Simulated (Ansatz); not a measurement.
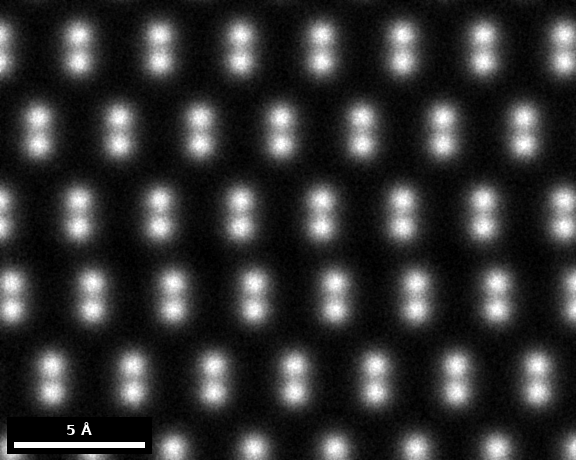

iDPC-like image of Gd (P6_3/mmc, No. 194) along [101]. Simulated as the projected potential of neutral atoms (B = 0.8 Å²) blurred by a 0.56 Å probe, the thin-sample limit of integrated differential phase contrast. Shot noise was added.

One planar defect was built into the perfect crystal by geometry alone, without relaxation. Host structure: coordinates from a relaxation at fixed volume with Ansatz, DFT PBE, scalar-relativistic, plane waves, PAW.

**Find the planar defect and say what kind it is.**

A planar fault (a stacking fault) runs horizontally about 10 Å below the top edge. The part above it is shifted along the boundary by 1/3 of the 3.09 Å repeat of the rows (1.0 Å to the right, the same as 2.1 Å to the left); both parts keep the same orientation.
